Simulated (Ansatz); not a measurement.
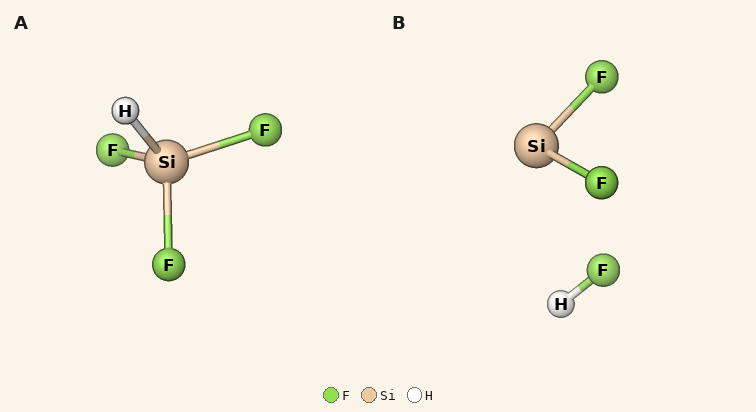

2 stationary structures of one formula. Geometries: PBE0-D4/def2-TZVP. Electronic energies: RHF-CCSD(T) (frozen core)/def2-TZVPP (Ansatz 0.2.0), without zero-point energy. No frequency run is at hand to confirm each as a minimum.

> Which structure is the most stable?

A is lowest (C3v); B lies 3.018 eV above it (Cs).
